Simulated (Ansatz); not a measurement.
## Electronic structure of C4H6F4 in real space

Input

```
crystal:
  periodic: [false, false, false]
  atoms:
    - {symbol: F, position_ang: [-2.037479, -0.086939, 1.212151]}
    - {symbol: C, position_ang: [-0.809263, -0.665923, 0.987120]}
    - {symbol: C, position_ang: [-0.205304, -0.123049, -0.289250]}
    - {symbol: F, position_ang: [-1.001385, -0.519821, -1.355238]}
    - {symbol: C, position_ang: [-0.213007, 1.398569, -0.331268]}
    - {symbol: F, position_ang: [0.521338, 1.898973, 0.722885]}
    - {symbol: C, position_ang: [1.196555, -0.647060, -0.502760]}
    - {symbol: F, position_ang: [1.262707, -2.003276, -0.270031]}
    - {symbol: H, position_ang: [-0.942857, -1.745127, 0.899427]}
    - {symbol: H, position_ang: [-0.157338, -0.438935, 1.834761]}
    - {symbol: H, position_ang: [-1.240296, 1.756508, -0.251528]}
    - {symbol: H, position_ang: [0.231053, 1.751345, -1.266347]}
    - {symbol: H, position_ang: [1.493313, -0.460088, -1.538433]}
    - {symbol: H, position_ang: [1.889064, -0.144377, 0.177412]}
basis:
  gaussian: {orbitals: def2-TZVPP}
hamiltonian: {xc: pbe0, dispersion: d4}
output: {orbitals: {seedname: orbitals}}
```

Run with:

```sh
ansatz run in.yaml --threads 2 --pin off --events-out ev --progress --plain --max-ram 32768MiB --backend cuda --devices 0, --max-vram 18GiB
```

Geometry: PBE0-D4/def2-TZVP.

Level of theory: RKS PBE0-D4/def2-TZVPP (Ansatz 0.2.0).

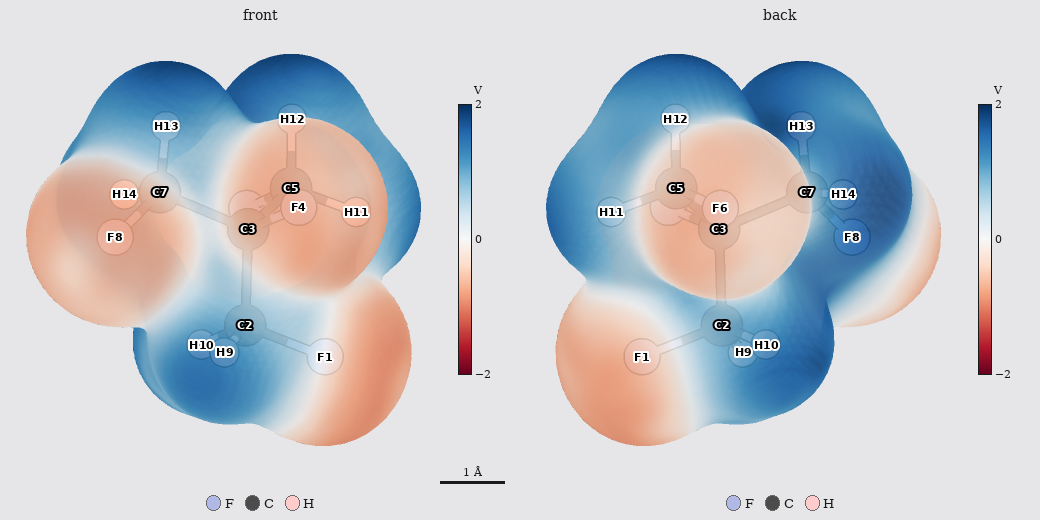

Figure 1. The electrostatic potential painted on the density surface at 0.004 e/bohr³, seen from the front and from behind; the colour scale runs from red (negative) to blue (positive).

Where is the surface potential most negative and most positive?

The most negative region (about −0.9 V) lies over F1, the most positive (about +1.8 V) over C7, H12 and H13.

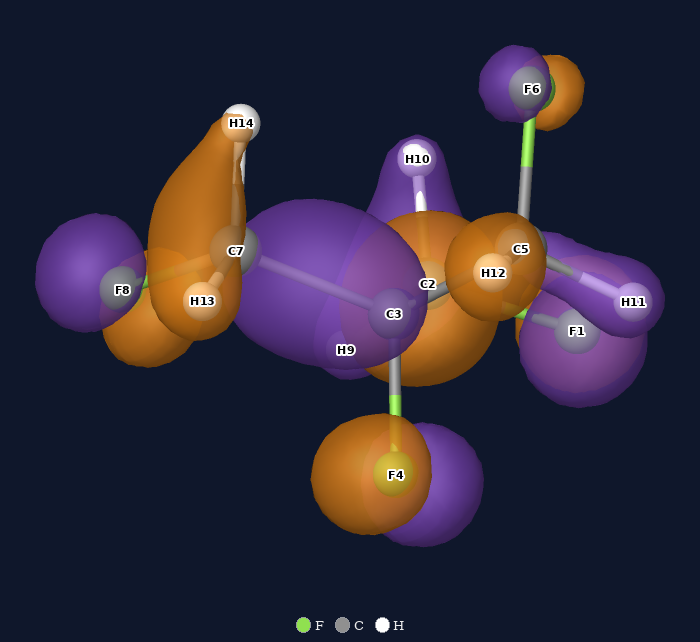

Figure 2. The HOMO at ±0.15 Å⁻³ᐟ² (orange and purple are the two phases), seen from one side.

Where does this orbital lie, and at what energy?

It lies mainly on C3 (about 15 %), F1 (about 15 %), C2 (about 15 %), F4 (about 15 %), C7 (about 10 %) and F8 (about 10 %). Its energy is −9.53 eV.

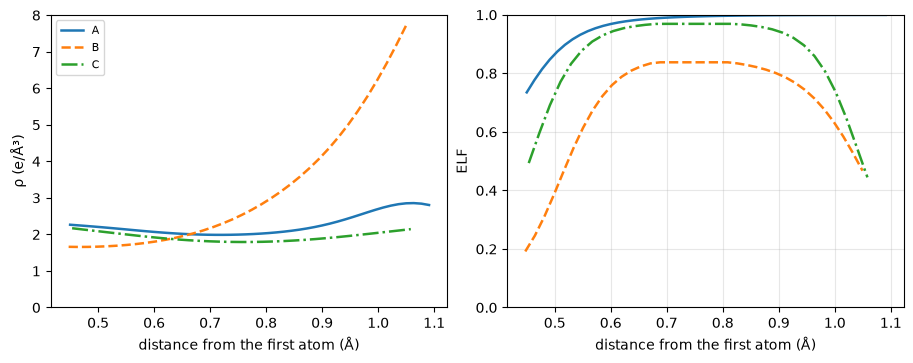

Figure 3. Electron density and electron localisation function along straight lines between neighbouring atoms. The curves leave out the atomic cores.

Which curve belongs to which contact (C–C, C–F and C–H)? The first atom named is at distance zero.

Curve A: C–H (1.09 Å): ρ is about 2.1 e/Å³ halfway; the ELF climbs to about 1 towards the hydrogen, as it does in any bond to H: an ordinary covalent bond to hydrogen. Curve B: C–F (1.38 Å): ρ at the midpoint is about 2.1 e/Å³, with its minimum of 1.7 e/Å³ about 0.5 Å from C; the ELF peaks at about 0.85 between the atoms: a polar covalent bond. Curve C: C–C (1.51 Å): ρ at the midpoint is about 1.8 e/Å³; the ELF peaks at about 0.95 between the atoms; localised, covalent bonding.

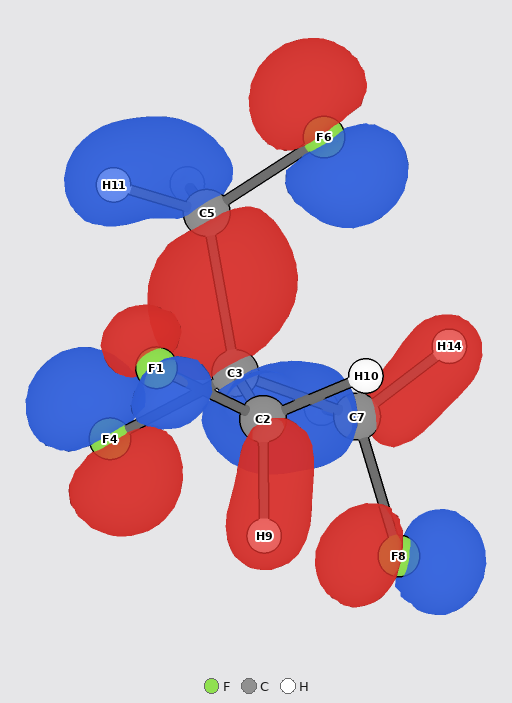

Figure 4. The HOMO−1 at ±0.15 Å⁻³ᐟ² (blue and red are the two phases), seen at an oblique angle.

What is the character of this orbital?

It lies mainly on C3 (about 15 %), F6 (about 15 %), F4 (about 15 %), C5 (about 15 %), F8 (about 10 %) and C7 (about 5 %). Its energy is −9.66 eV.
